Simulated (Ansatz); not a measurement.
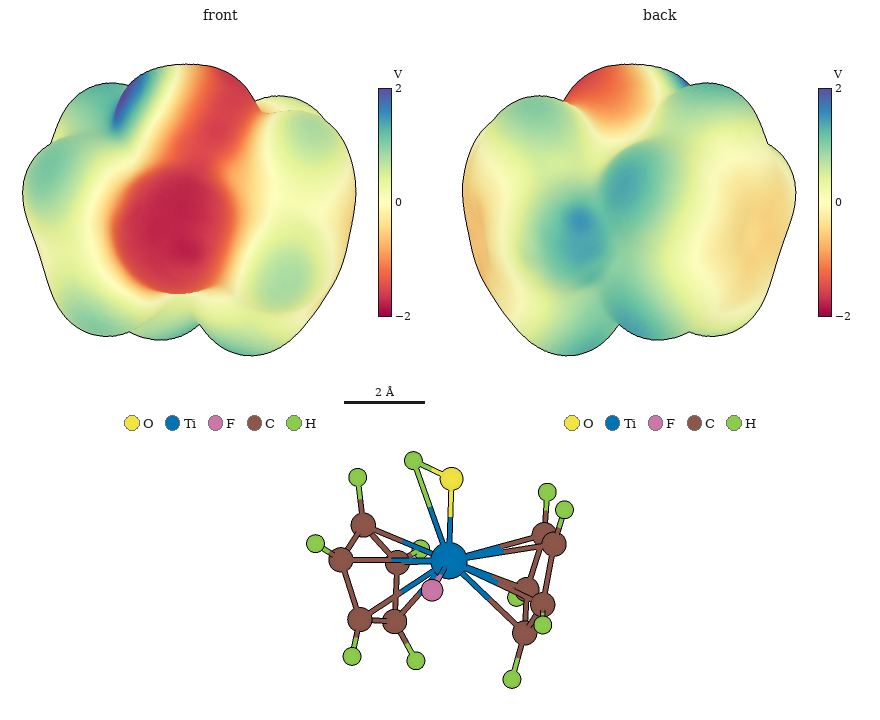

Figure. C10H11FOTi. The electrostatic potential painted on the density surface at 0.002 e/bohr³, seen from the front and from behind; the colour scale runs from red (negative) to blue (positive). The bare structure is drawn below in the same view.

Geometry: PBE0-D4/def2-TZVP.

These are results of RKS PBE0-D4/def2-TZVPP in Ansatz 0.2.0, not measurements.

```csv
atom,x (Å),y (Å),z (Å)
O,-1.1310,0.0696,-1.9033
Ti,-0.3212,0.3531,-0.2460
F,-1.0309,1.9919,0.1547
C,-1.7319,-1.5466,0.2718
C,-2.2648,-0.4379,0.9519
C,-1.3208,-0.0270,1.9172
C,-0.2024,-0.8638,1.8177
C,-0.4486,-1.8018,0.7825
C,1.9684,-0.3340,-0.2332
C,1.8983,0.9321,0.3969
C,1.5265,1.8766,-0.5782
C,1.3255,1.2009,-1.7885
C,1.6004,-0.1695,-1.5771
H,-2.0675,-0.1352,-1.8711
H,-2.1945,-2.0828,-0.5428
H,-3.2064,0.0490,0.7479
H,-1.4141,0.8348,2.5592
H,0.6942,-0.7994,2.4143
H,0.2164,-2.5859,0.4558
H,2.2482,-1.2617,0.2404
H,2.1001,1.1407,1.4367
H,1.3210,2.9194,-0.3964
H,0.9443,1.6313,-2.7005
H,1.4908,-0.9539,-2.3098
```

> Where is the surface potential most negative and most positive?

The most negative region (about −1.8 V) lies over F3, the most positive (about +1.9 V) over H14.
